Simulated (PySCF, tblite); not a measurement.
# C4H8ClFSi: geometry, infrared bands and NMR shifts

What infrared bands and NMR shifts should C4H8ClFSi (`C=C(C)[SiH2][C@H](F)Cl`) show?

Computed with tblite 0.8.0 and PySCF 2.14.0, with density-fitted response routines of our own, on a single molecule in the gas phase. Atoms count from 0, in the outputs and in this text.

## 1. The starting structure

15 atoms, charge 0, multiplicity 1; geometry from: force field or distance geometry start.

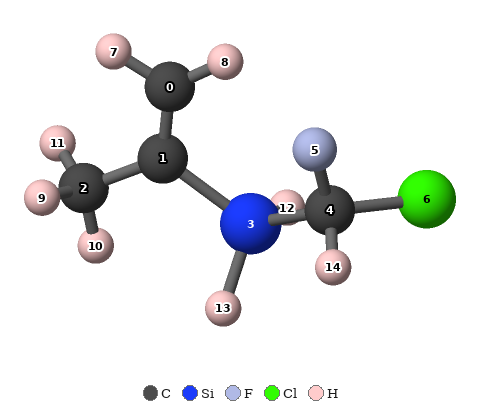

As it starts; carbon dark grey, silicon blue, fluorine light blue, chlorine green, hydrogen pink, atoms numbered.

## 2. Relaxing the molecule with GFN2-xTB

Job settings and geometry (Å):

```
{"job": {"kind": "relax", "xc": "GFN2-xTB", "basis": "xTB"}, "charge": 0, "multiplicity": 1}
C     -0.572900    -0.746700     1.430000
C     -0.784800    -0.037200     0.321500
C     -2.160100     0.206500    -0.196300
Si     0.617900     0.670100    -0.614500
C      2.195100    -0.292900    -0.461900
F      2.126900    -1.333000     0.407800
Cl     3.559100     0.784600    -0.068100
H     -1.482100    -1.123300     1.931600
H      0.395300    -0.959400     1.859000
H     -2.612200    -0.745900    -0.509700
H     -2.063600     0.925900    -1.054700
H     -2.788800     0.714900     0.598000
H      0.868700     2.033300    -0.143500
H      0.259800     0.648300    -2.052300
H      2.437300    -0.737200    -1.468700
```

Command:

```
> OMP_NUM_THREADS=1 python probes_run.py task.json out
```

One launch serves the whole session: the jobs run in the order shown.

**Question.** This job is followed by: GFN2-xTB harmonic vibrations, gas phase; GIAO PBE0/pcSseg-1 NMR shielding, non-relativistic, gas phase. What will the session give for the following? strongest single infrared mode (GFN2-xTB); zero-point energy (GFN2-xTB); ¹³C shifts against TMS (PBE0/pcSseg-1); ¹H shifts against TMS (PBE0/pcSseg-1, means over atoms taken as alike); ²⁹Si shifts against TMS (PBE0/pcSseg-1); ¹⁹F shifts against CFCl3 (PBE0/pcSseg-1); ³⁵Cl shifts against HCl (PBE0/pcSseg-1).

As calculated:

```
                                                              quantity                                   value
                             strongest single infrared mode (GFN2-xTB)                   2257 cm⁻¹, 259 km/mol
                                          zero-point energy (GFN2-xTB)                           66.0 kcal/mol
                                ¹³C shifts against TMS (PBE0/pcSseg-1)           147.2, 137.6, 105.8, 27.2 ppm
¹H shifts against TMS (PBE0/pcSseg-1, means over atoms taken as alike)  6.64, 6.22, 5.83, 4.52, 4.25, 2.00 ppm
                               ²⁹Si shifts against TMS (PBE0/pcSseg-1)                               -41.9 ppm
                              ¹⁹F shifts against CFCl3 (PBE0/pcSseg-1)                              -189.5 ppm
                               ³⁵Cl shifts against HCl (PBE0/pcSseg-1)                                 211 ppm
```

In words: The optimisation took 173 steps and gained 0.443 eV; among the close pairs (by a distance rule), Si3–C4 changed most, from 1.854 to 1.932 Å. All 39 modes are real, so the xTB geometry is a minimum. The strongest single mode, at 2257 cm⁻¹, moves mainly H13. GFN2-xTB is a fitted tight-binding method: band positions and strengths are rough. Its intensities can rank the bands wrongly. The most deshielded carbon is C1 (fully substituted alkene carbon), at 147.2 ppm: the olefinic region. H14 (hydrogen on an sp3 CH bonded to Cl and F and Si) lies farthest downfield among hydrogen, at 6.64 ppm; its carbon carries Cl and F, an electronegative neighbour. At PBE0/pcSseg-1: The largest span, 599 ppm, is at Cl6, where the paramagnetic term is -406 ppm.
